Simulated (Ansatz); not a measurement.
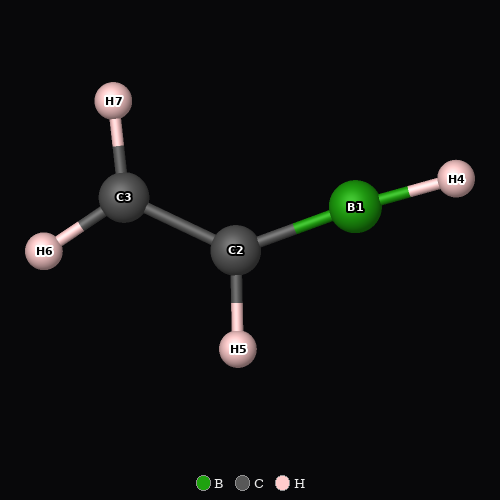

The system is C₂H₄B, SMILES [BH]C=C, spin multiplicity 2; the picture shows the reference structure. First axis: angle B1–C2–C3. Second axis: dihedral B1–C2–C3–H6. Nothing is relaxed (all other coordinates rigid). The scan uses a 9 × 10 grid. Points are written as (first, second). All energies are given in kJ/mol relative to the lowest grid point. Energies and slopes of some neighbouring points disagree (a jump in structure or state, or too coarse a mesh). These are results of Ansatz, UKS r2SCAN0-D4/def2-TZVP, not measurements.

Its coordinates:

| atom | x (Å) | y (Å) | z (Å) |
| --- | --- | --- | --- |
| B | -1.2484 | -0.2850 | -0.7347 |
| C | -0.0598 | 0.2973 | -0.2153 |
| C | 0.8969 | -0.0979 | 0.6965 |
| H | -2.2452 | -0.6803 | -1.2011 |
| H | 0.0847 | 1.2789 | -0.6775 |
| H | 1.7354 | 0.5357 | 0.9314 |
| H | 0.8365 | -1.0486 | 1.2006 |

Range: angle B1–C2–C3 from 89.7 to 179.0°; dihedral B1–C2–C3–H6 from −180 to 144°.

Question: What landscape does the calculation give?

Answer: The lowest grid point is at (134.4°, −180°). Other grid points that lie below all their neighbours: (134.4°, 0°) (0.03 kJ/mol higher). The highest grid point, (179.0°, −108°), lies 97 kJ/mol above the lowest.

| dihedral B1–C2–C3–H6 ↓, angle B1–C2–C3 → | 89.7 | 100.9 | 112.1 | 123.2 | 134.4 | 145.5 | 156.7 | 167.8 | 179.0 |
| --- | --- | --- | --- | --- | --- | --- | --- | --- | --- |
| 144 | 59 | 47 | 38 | 33 | 30 | 33 | 39 | 48 | 64 |
| 108 | 87 | 87 | 85 | 81 | 78 | 78 | 81 | 86 | 97 |
| 72 | 88 | 88 | 85 | 81 | 78 | 79 | 82 | 86 | 97 |
| 36 | 59 | 47 | 38 | 33 | 31 | 33 | 40 | 49 | 64 |
| 0 | 76 | 46 | 21 | 5 | 0 | 4 | 14 | 27 | 47 |
| −36 | 59 | 47 | 38 | 33 | 30 | 33 | 39 | 48 | 63 |
| −72 | 87 | 87 | 85 | 81 | 78 | 78 | 81 | 86 | 96 |
| −108 | 87 | 88 | 85 | 81 | 78 | 79 | 82 | 86 | 97 |
| −144 | 59 | 47 | 38 | 33 | 31 | 33 | 40 | 49 | 64 |
| −180 | 76 | 46 | 21 | 5 | 0 | 4 | 14 | 27 | 47 |

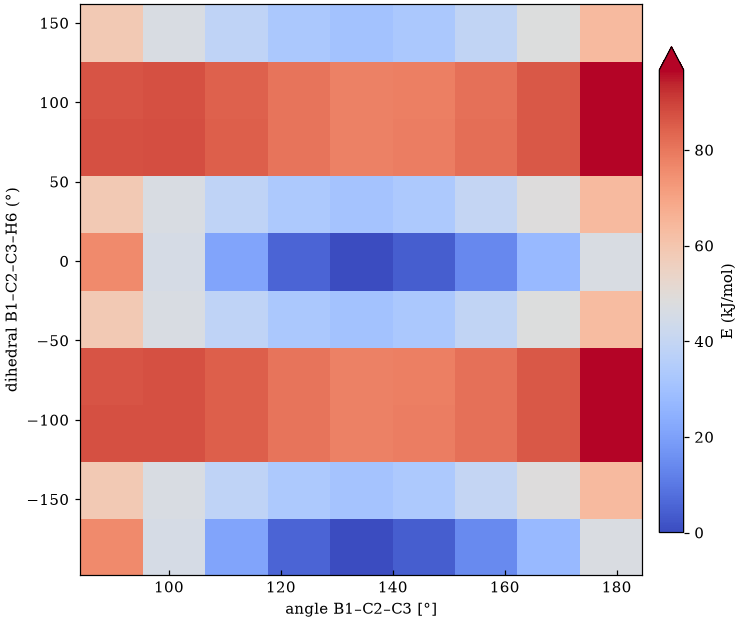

The picture shows one coloured cell a grid point, one colour for all values above the top of the scale.

Each point was launched as `ansatz run input.yaml --threads 1 --pin off --max-ram 2560MiB --backend cpu --events-out ev --progress --plain --runs-dir out`. The whole map (90 points run) took 15 min on 1 thread of Arm Neoverse V1, with other jobs on the host.
